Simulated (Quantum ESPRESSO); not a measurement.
**Effort and miss along a sweep of ecutwfc: La4Bi2O9 (P1, 15 atoms in the cell)**

Cell: a = 5.8490 Å, b = 5.8547 Å, c = 9.2362 Å, α = 107.93°, β = 93.52°, γ = 91.30°.

Method: PBEsol, SSSP 1.1.2 efficiency (PBE) pseudopotentials (plane waves; Quantum ESPRESSO).

Base settings: ecutwfc = 55 Ry; ecutrho = 440 Ry; occupations = smearing; smearing = gauss; degauss = 0.00147 Ry; input_dft = pbesol; potentials = {La: La.GGA-PBE-paw-v1.0.UPF, Bi: Bi_pbe_v1.uspp.F.UPF, O: O.pbe-n-kjpaw_psl.0.1.UPF}; K_POINTS = automatic 3 3 2 0 0 0; conv_thr = 1e-10 Ry.

Misses are taken against the tightest run, 55 Ry, which need not be fully converged itself. The energy is the free energy per atom.

The count of work is k-points × plane waves × bands × iterations; it is no time, and leaves out set-up, grids and terms that scale otherwise. Core times come from one kind of shared machine and are given to one figure; runs under 30 s give none.

The starting cell comes from a database of computed structures (which also holds hypothetical and non-ambient phases and stackings), without a prior relaxation at this level. In the base run, with a pressure of about -4 GPa the cell is away from its equilibrium volume at this level.

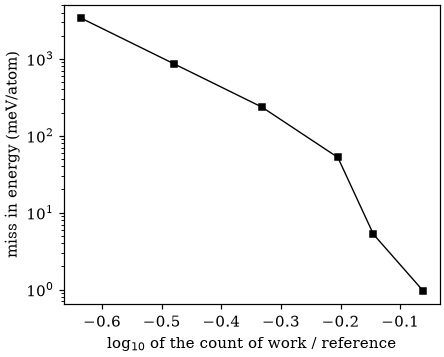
Fig. 1. Miss against the count of work; the reference run is not drawn, and misses under 0.1 meV/atom are drawn there.

```tsv
ecutwfc	energy less reference (meV/atom)	pressure less reference (GPa)	largest difference in the force on any atom (eV/Å)	count of work / reference	core time / reference (rough)
22 Ry (ecutrho: 440 Ry → 176 Ry)	3382.45	-82.38	0.327	0.23	0.3
28 Ry (ecutrho: 440 Ry → 224 Ry)	861.07	-31.24	0.043	0.33	0.4
33 Ry (ecutrho: 440 Ry → 264 Ry)	236.02	-11.37	0.028	0.47	0.5
38 Ry (ecutrho: 440 Ry → 304 Ry)	52.27	-3.42	0.009	0.62	0.7
44 Ry (ecutrho: 440 Ry → 352 Ry)	5.23	-0.43	0.002	0.72	0.6
50 Ry (ecutrho: 440 Ry → 400 Ry)	0.96	0.09	0.001	0.87	0.7
55 Ry	0.00	0.00	0.000	1.0	1
```

Coarsest setting among those run that, with all tighter ones, holds the energy within 20 meV/atom of the reference: 44 Ry (ecutrho: 440 Ry → 352 Ry), off by 5.2 meV/atom; its saving against the reference is no more than about a factor of 2 in the count of work.

Coarsest setting among those run that, with all tighter ones, holds the energy within 2 meV/atom of the reference: 50 Ry (ecutrho: 440 Ry → 400 Ry), off by 0.96 meV/atom; its saving against the reference is no more than about a factor of 2 in the count of work.

The step from 22 Ry (ecutrho: 440 Ry → 176 Ry) to 50 Ry (ecutrho: 440 Ry → 400 Ry): it takes the miss in the energy from 3400 to 0.96 meV/atom, for 3.7 times the count of work and roughly 2 times the time.
